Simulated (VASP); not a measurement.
Band structure of WSi2 (space group I4/mmm). Computed with PBE GGA, VASP's PBE PAW potentials (set 64) (plane waves; VASP).

Unless said otherwise, spin-orbit coupling is left out, though it shifts the bands of the heavy elements here.

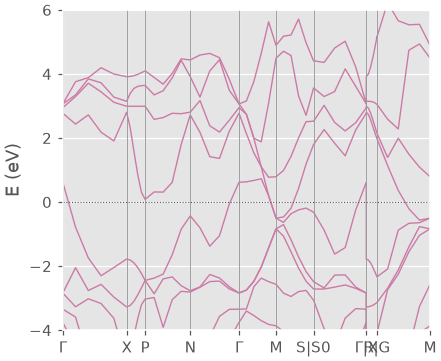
Bands along high-symmetry lines, zero at the valence-band maximum or, without a gap, the Fermi level

**Question.** Read the plot: is there a gap, and where are the band edges?

**Answer.** It has no gap at this level: it comes out as a metal or semimetal.

The structure is a typed WSi2 crystal. The cell was not relaxed at this level.
